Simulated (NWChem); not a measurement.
**GeH3F (fluorogermane): r2SCAN/STO-3G**

What is the vertical ionisation energy of GeH3F (fluorogermane) at r2SCAN/STO-3G? 

The calculation is run with NWChem 7.3.0.

1 further run of the same task is left out (it didn't finish).

## (1) The system as given

GeH3F: 5 atoms, total charge 0, spin state singlet. As SMILES, `[F][GeH3]`. Geometry: relaxed at PBE0-D4/def2-TZVP.

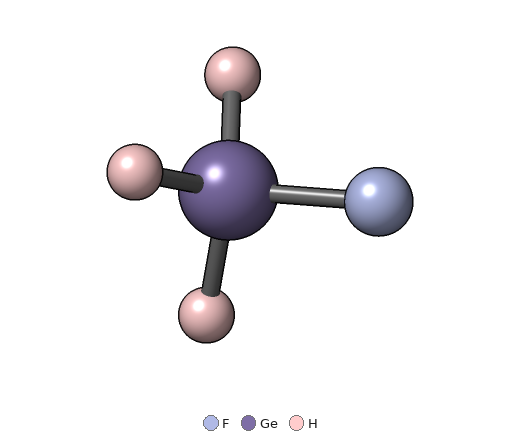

Viewed from a chosen angle; fluorine light blue, germanium purple, hydrogen pink.

## (2) A single-point energy at r2SCAN/STO-3G

Contents of test.nw:

```
start test
memory total 2200 mb
charge 0

geometry units angstroms noautosym nocenter noautoz
  F    -1.046500    0.474300    1.162200
  Ge    0.068200   -0.041600   -0.072800
  H     1.331000   -0.512000    0.658600
  H    -0.627800   -1.178000   -0.831200
  H     0.325100    1.183600   -0.958100
end

basis spherical bse
  * library STO-3G
end

dft
  xc r2scan
  grid fine
  convergence energy 1e-08
  maxiter 100
  mulliken
  noprint "final vectors analysis"
end

task dft energy
```

Started as:

```console
nwchem test.nw > test.out
```

The program printed:

```text
[...]
          Wavefunction type:  closed shell.
          No. of atoms     :     5
          No. of electrons :    44
[...]
          Charge           :     0
          Spin multiplicity:     1
[...]
          AO basis - number of functions:    26
[...]
              XC Information
              --------------
                      r^2SCAN Method XC Functional
               r^2SCAN metaGGA Exchange Functional  1.000
                     r^2SCAN Correlation Potential  1.000
[...]
 d= 0,ls=0.0,diis     1  -2153.1718742450 -2.28D+03  9.01D-02  3.55D-01     0.4
[...]
 d= 0,ls=0.0,diis     8  -2153.2829973856  1.46D-11  7.34D-07  1.94D-10     2.0
         Total DFT energy =    -2153.282997385564
      One electron energy =    -3271.703145219898
           Coulomb energy =     1083.278996300075
    Exchange-Corr. energy =      -91.557887579023
 Nuclear repulsion energy =      126.699039113282
[...]
      Total Density - Mulliken Population Analysis
     ---------------------------------------------
    Atom       Charge   Shell Charges
 -----------   ------   -------------------------------------------------------
    1 F    9     9.21   2.00  1.97  5.24
    2 Ge  32    31.53   2.00  2.00  6.00  2.00  5.93  1.27  2.50  9.83
    3 H    1     1.09   1.09
    4 H    1     1.09   1.09
    5 H    1     1.09   1.09
[...]
```

Run time: 2.5 s. Hardware: 1 thread of Intel Xeon Platinum 8559C (Emerald Rapids), shared host; peak memory 0.11 GiB.

## (3) The doublet cation, same level

Contents of m1.nw:

```
start m1
title "FGeH3"
memory stack 880 mb heap 220 mb global 1100 mb
charge 1

geometry noautosym nocenter noautoz
  F    -1.046500    0.474300    1.162200
  Ge    0.068200   -0.041600   -0.072800
  H     1.331000   -0.512000    0.658600
  H    -0.627800   -1.178000   -0.831200
  H     0.325100    1.183600   -0.958100
end

basis spherical bse
  * library STO-3G
end

dft
  xc r2scan
  mult 2
  grid fine
  convergence energy 1e-08
  iterations 100
  mulliken
  noprint "final vectors analysis"
end

task dft energy
```

Started as:

```console
nwchem m1.nw > m1.out
```

The program printed:

```text
[...]
          Wavefunction type:  spin polarized.
          No. of atoms     :     5
          No. of electrons :    43
[...]
          Charge           :     1
          Spin multiplicity:     2
[...]
          AO basis - number of functions:    26
[...]
              XC Information
              --------------
                      r^2SCAN Method XC Functional
               r^2SCAN metaGGA Exchange Functional  1.000
                     r^2SCAN Correlation Potential  1.000
[...]
 d= 0,ls=0.0,diis     1  -2152.7094721949 -2.28D+03  8.08D-02  2.08D-01     0.5
[...]
 d= 0,ls=0.5,diis    62  -2152.9784849241 -8.54D-09  2.50D-06  6.90D-09    22.5
[...]
         Total DFT energy =    -2152.978484932732
      One electron energy =    -3252.643936533448
           Coulomb energy =     1063.782569642487
    Exchange-Corr. energy =      -90.816157155054
 Nuclear repulsion energy =      126.699039113282
[...]
      Total Density - Mulliken Population Analysis
     ---------------------------------------------
    Atom       Charge   Shell Charges
 -----------   ------   -------------------------------------------------------
    1 F    9     8.91   2.00  1.98  4.92
    2 Ge  32    31.29   2.00  2.00  6.00  2.00  5.93  1.31  2.32  9.73
    3 H    1     0.95   0.95
    4 H    1     0.94   0.94
    5 H    1     0.91   0.91
[...]
      <S2> =      0.7527 (Exact =     0.7500)
[...]
```

It took 23 s on 1 thread of Intel Xeon Platinum 8559C (Emerald Rapids), shared host; peak memory 0.11 GiB.

## (4) Results

At r2SCAN/STO-3G:

```
                                          quantity           value
                       singlet GeH3F: total energy  -2153.28300 Eh
                      singlet GeH3F: dipole moment          0.82 D
                      doublet cation: total energy  -2152.97848 Eh
                              doublet cation: ⟨S²⟩           0.753
vertical ionisation energy (to the doublet cation)        8.286 eV
```

What this shows: The vertical ionisation energy comes to 8.29 eV (799 kJ/mol). In a minimal basis such a difference can be off by several eV, whatever the method. Mulliken charges (doublet cation) run from +0.05 on H3 to +0.71 on Ge2; they depend strongly on the basis.
